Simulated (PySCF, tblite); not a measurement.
# C5H7PSi: vibronic structure

What do calculations give for the vibronic structure of C5H7PSi (`[SiH3]c1ccccp1`)?

Programs: tblite 0.8.0 and PySCF 2.14.0, with routines of our own; each step states its level. All values are computed. Atoms count from 0.

## 1. The system as given

14 atoms, charge 0, multiplicity 1; geometry from: force field or distance geometry start.

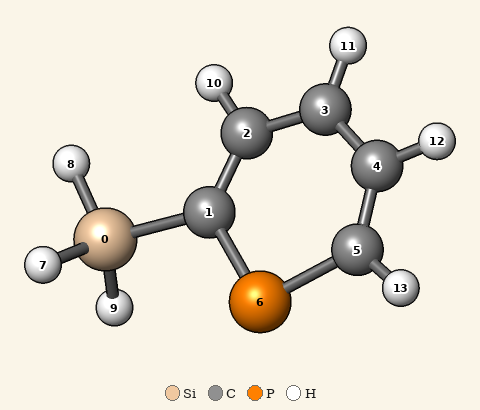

The starting geometry (silicon light orange, carbon grey, phosphorus orange, hydrogen white).

## 2. Relaxing the molecule with GFN2-xTB

What the job is given:

```
{"job": {"kind": "relax", "xc": "GFN2-xTB", "basis": "xTB"}, "charge": 0, "multiplicity": 1}
Si     2.597700    -0.304600     0.126700
C      0.738100    -0.189300     0.030900
C      0.045800     1.013000    -0.046800
C     -1.363300     1.150700    -0.126800
C     -2.249900     0.054700    -0.096600
C     -1.871800    -1.279000    -0.024000
P     -0.124200    -1.836200     0.079600
H      3.151100    -1.051500    -1.022700
H      3.172400     1.065600     0.086900
H      3.033600    -0.938200     1.399400
H      0.603100     1.948500    -0.072600
H     -1.787400     2.144200    -0.184700
H     -3.321600     0.275700    -0.151900
H     -2.624300    -2.054000    -0.019600
```

Run with:

```console
$ OMP_NUM_THREADS=1 python excited_run.py task.json out
```

One launch serves the whole session: the jobs run in the order shown.

Standard output:

```text
step      E/eV     max force
  0    -502.33476    3.136
  1    -502.57104    1.629
  2    -502.64575    0.699
  3    -502.66315    0.403
  4    -502.67708    0.292
  5    -502.68020    0.238
  6    -502.68687    0.169
  7    -502.68957    0.138
  8    -502.69177    0.104
  9    -502.69297    0.108
 10    -502.69431    0.083
 11    -502.69531    0.079
 12    -502.69598    0.056
 13    -502.69638    0.047
 14    -502.69672    0.048
 15    -502.69701    0.047
 16    -502.69717    0.029
 17    -502.69723    0.019
 18    -502.69726    0.012
 19    -502.69727    0.010
```

Wall time 0.13 s (1 thread of Arm Neoverse V1, shared host).

Along the way:

```csv
step,energy from step 0 (eV),largest force (eV/Å)
0,0.0000,3.1362
1,-0.2363,1.6285
2,-0.3110,0.6993
3,-0.3284,0.4026
4,-0.3423,0.2918
5,-0.3454,0.2384
6,-0.3521,0.1691
7,-0.3548,0.1377
8,-0.3570,0.1042
9,-0.3582,0.1084
10,-0.3595,0.0828
11,-0.3605,0.0789
12,-0.3612,0.0557
13,-0.3616,0.0470
14,-0.3620,0.0483
15,-0.3622,0.0466
16,-0.3624,0.0292
17,-0.3625,0.0186
18,-0.3625,0.0121
19,-0.3625,0.0099
```

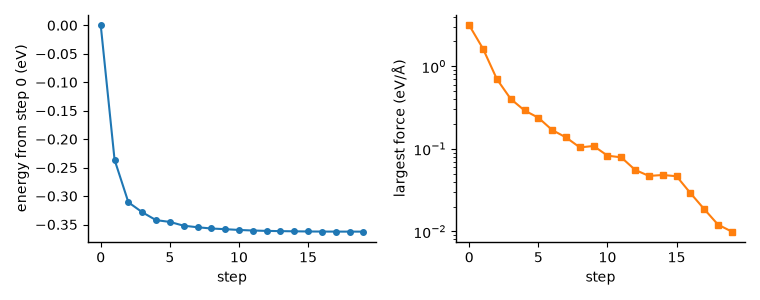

Energy and largest force along the relaxation.

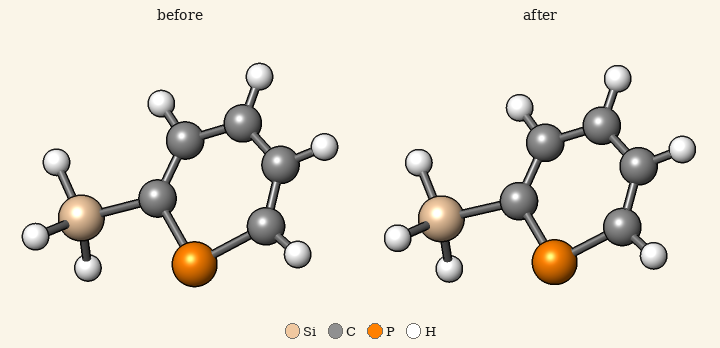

Before and after, at one scale.

Close pairs (by a distance rule), those that changed most:

```csv
bond,before (Å),after (Å),change (Å)
C1–P6,1.860,1.748,-0.111
C5–P6,1.837,1.733,-0.104
C2–C3,1.418,1.386,-0.032
Si0–C1,1.866,1.894,+0.029
C3–C4,1.410,1.386,-0.024
Si0–H9,1.487,1.464,-0.023
Si0–H8,1.486,1.465,-0.021
Si0–H7,1.478,1.464,-0.014
```

The final coordinates are the input of the step that follows.

## 3. Harmonic vibrations with GFN2-xTB

What the job is given:

```
{"job": {"kind": "ir", "xc": "GFN2-xTB", "basis": "xTB"}, "charge": 0, "multiplicity": 1}
Si     2.582635    -0.290470     0.127116
C      0.691667    -0.221743     0.036063
C      0.027389     0.989141    -0.051208
C     -1.349383     1.137482    -0.116745
C     -2.221746     0.061176    -0.100878
C     -1.796554    -1.247992    -0.020915
P     -0.142707    -1.757755     0.073019
H      3.088921    -1.058910    -1.011907
H      3.100314     1.079597     0.084988
H      2.975458    -0.941715     1.378483
H      0.628702     1.891621    -0.069332
H     -1.758088     2.136423    -0.182328
H     -3.285678     0.257706    -0.153979
H     -2.541606    -2.035034    -0.014543
```

Standard output:

```text
mode    cm-1     km/mol
  1     -28.3      0.18
  2     118.3      0.55
  3     181.4      0.15
  4     258.6      0.13
  5     332.7      6.48
  6     334.7      0.34
  7     482.1      4.18
  8     534.9     43.56
  9     545.7     57.72
 10     579.9     31.03
 11     603.2      9.23
 12     723.0      8.29
 13     770.0    160.06
 14     778.0    165.97
 15     786.1    446.32
 16     814.0     54.77
 17     842.3      9.85
 18     851.3      0.03
 19     912.0      0.27
 20     926.2      0.03
 21     995.5     49.38
 22    1074.6      4.36
 23    1171.0      1.05
 24    1204.4      0.98
 25    1275.1      6.33
 26    1345.2      3.51
 27    1387.2      4.21
 28    1504.4      2.00
 29    1555.6      8.80
 30    2245.2    288.19
 31    2251.3    394.65
 32    2253.1    185.20
 33    3020.2     39.63
 34    3029.0     11.45
 35    3042.8     55.29
 36    3070.5     61.17
```

Wall time 0.46 s (1 thread of Arm Neoverse V1, shared host).

The strongest bands and the atoms that carry them (share of the mass-weighted mode):

```csv
cm⁻¹,km/mol,atoms
546,57.7,"H9 30 %, H7 30 %"
770,160.1,"H8 59 %, H7 19 %, H9 18 %"
778,166.0,"H9 42 %, H7 41 %, H8 12 %"
786,446.3,"H9 28 %, H7 28 %, H8 22 %"
2245,288.2,H8 96 %
2251,394.6,"H9 58 %, H7 38 %"
2253,185.2,"H7 58 %, H9 39 %"
3070,61.2,H11 87 %
```

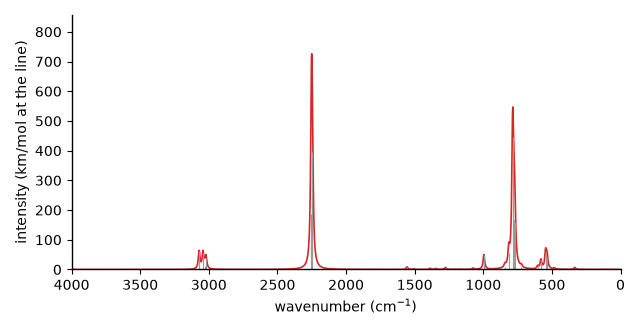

The infrared spectrum from these modes, unscaled. Lines are broadened to a width of 14 cm⁻¹ (Lorentzian).

## 4. Vibronic structure: TDDFT PBE/6-31+G*

The job, as its differences from that of step 3:

```diff
@@ -1,2 +1,2 @@
-{"job": {"kind": "ir", "xc": "GFN2-xTB", "basis": "xTB"}, "charge": 0, "multiplicity": 1}
+{"job": {"kind": "vib", "xc": "PBE", "basis": "6-31+G*", "tda": false}, "charge": 0, "multiplicity": 1}
 Si     2.582635    -0.290470     0.127116
```

With the program's defaults for keys left out, this is: TDDFT PBE/6-31+G* vertical-gradient vibronic structure (displaced harmonic oscillators, Condon), gas phase.

Standard output:

```text
final grid: 56032 points
cycle   1  E = -824.8828421892  dE =  7.805e-01  |g| = 5.170e-01  |ddm| = 6.964e+00
cycle   2  E = -824.6433722712  dE =  2.395e-01  |g| = 1.008e+00  |ddm| = 5.627e+00
cycle   3  E = -824.9516552856  dE = -3.083e-01  |g| = 1.565e-01  |ddm| = 4.118e+00
cycle   4  E = -824.9595647293  dE = -7.909e-03  |g| = 8.470e-02  |ddm| = 1.534e+00
cycle   5  E = -824.9617998719  dE = -2.235e-03  |g| = 3.016e-02  |ddm| = 2.777e-01
cycle   6  E = -824.9620390759  dE = -2.392e-04  |g| = 1.059e-02  |ddm| = 1.342e-01
cycle   7  E = -824.9620624029  dE = -2.333e-05  |g| = 6.299e-03  |ddm| = 5.370e-02
cycle   8  E = -824.9620747263  dE = -1.232e-05  |g| = 7.174e-04  |ddm| = 1.727e-02
cycle   9  E = -824.9620748761  dE = -1.497e-07  |g| = 2.437e-04  |ddm| = 3.515e-03
cycle  10  E = -824.9620748920  dE = -1.594e-08  |g| = 7.656e-05  |ddm| = 6.077e-04
cycle  11  E = -824.9620748934  dE = -1.415e-09  |g| = 2.942e-05  |ddm| = 3.295e-04
cycle  12  E = -824.9620748937  dE = -2.517e-10  |g| = 3.106e-06  |ddm| = 1.408e-04
converged SCF energy = -824.9620748937

Singlet excitations (eV, f): 4.438 (0.0147)  4.542 (0.0014)  4.776 (0.0014)  4.854 (0.0908)  4.946 (0.0004)  5.649 (0.0020)

State S1  4.4380 eV  f = 0.01468  H-1->L 0.96
  relaxed dipole 0.921 D, largest gradient of the excitation energy 0.0613 Eh/bohr
  mode    cm-1        S   lambda/meV  Raman
    5    332.7    3.8247     157.8   0.486
   21    995.5    0.8783     108.4   1.000
    7    482.1    1.1806      70.6   0.315
   17    842.3    0.1626      17.0   0.133
   16    814.0    0.1469      14.8   0.112
   26   1345.2    0.0800      13.3   0.166
   27   1387.2    0.0678      11.7   0.150
   28   1504.4    0.0586      10.9   0.152
   22   1074.6    0.0714       9.5   0.095
   23   1171.0    0.0470       6.8   0.074
   11    603.2    0.0664       5.0   0.028
   14    778.0    0.0481       4.6   0.033
  reorganisation energy 0.4449 eV, total S 6.913, 0-0 3.9932 eV
  absorption maximum 4.397 eV, width 0.484 eV

State S4  4.8541 eV  f = 0.09075  H->L 0.87
  relaxed dipole 2.394 D, largest gradient of the excitation energy 0.0498 Eh/bohr
  mode    cm-1        S   lambda/meV  Raman
   21    995.5    0.4766      58.8   1.000
   16    814.0    0.5639      56.9   0.791
   29   1555.6    0.1849      35.7   0.947
    8    534.9    0.3080      20.4   0.187
   26   1345.2    0.0901      15.0   0.345
   14    778.0    0.1041      10.0   0.133
   28   1504.4    0.0536      10.0   0.257
   27   1387.2    0.0525       9.0   0.214
   15    786.1    0.0889       8.7   0.116
   11    603.2    0.0604       4.5   0.047
   22   1074.6    0.0271       3.6   0.066
    3    181.4    0.1520       3.4   0.011
  reorganisation energy 0.2419 eV, total S 2.201, 0-0 4.6123 eV
  absorption maximum 4.722 eV, width 0.400 eV

State T1  3.2189 eV  f = 0.00000  H->L 0.97
  relaxed dipole 2.344 D, largest gradient of the excitation energy 0.0601 Eh/bohr
  mode    cm-1        S   lambda/meV  Raman
   29   1555.6    0.5333     102.9   1.000
   16    814.0    0.8702      87.8   0.447
   21    995.5    0.4464      55.1   0.343
   26   1345.2    0.1856      31.0   0.260
    8    534.9    0.2071      13.7   0.046
   15    786.1    0.0671       6.5   0.032
   11    603.2    0.0695       5.2   0.020
   23   1171.0    0.0330       4.8   0.035
   27   1387.2    0.0250       4.3   0.037
   17    842.3    0.0382       4.0   0.021
   22   1074.6    0.0165       2.2   0.015
   24   1204.4    0.0147       2.2   0.016
  reorganisation energy 0.3253 eV, total S 2.579, 0-0 2.8936 eV
  absorption maximum 3.092 eV, width 0.516 eV
```

It took 35 s on 1 thread of Arm Neoverse V1, shared host; peak memory 0.71 GiB.

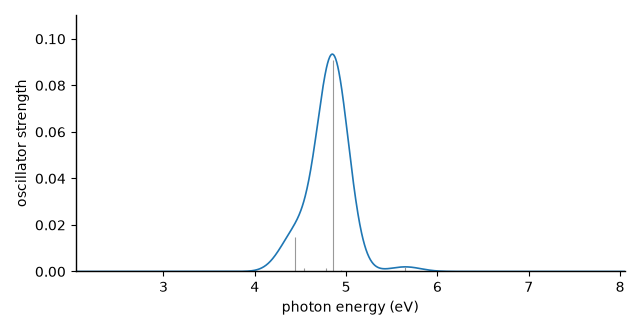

Absorption lines of the singlets. Lines are broadened to a width of 0.40 eV (Gaussian).

## 5. Outcome

| quantity | value |
| --- | --- |
| strongest single infrared mode (GFN2-xTB) | 786 cm⁻¹, 446 km/mol |
| zero-point energy (GFN2-xTB) | 59.8 kcal/mol |
| S1: vertical, reorganisation, 0-0, total S (step 4, TDDFT PBE/6-31+G*, modes from GFN2-xTB) | 4.44, 0.44, 3.99 eV; 6.9 |
| S4: vertical, reorganisation, 0-0, total S (step 4, TDDFT PBE/6-31+G*, modes from GFN2-xTB) | 4.85, 0.24, 4.61 eV; 2.2 |
| T1: vertical, reorganisation, 0-0, total S (step 4, TDA PBE/6-31+G*, modes from GFN2-xTB) | 3.22, 0.33, 2.89 eV; 2.6 |

**Reading.** The lowest mode is imaginary (28i cm⁻¹), so the xTB geometry is not a minimum. The strongest single mode, at 786 cm⁻¹, is spread over several atoms, H9, H7, H8 among them. GFN2-xTB is a fitted tight-binding method: band positions and strengths are rough. Its intensities can rank the bands wrongly. The vibronic model keeps the ground-state modes (from xTB) and shifts them along the gradient alone, so it can miss much of the relaxation that a full optimisation finds.
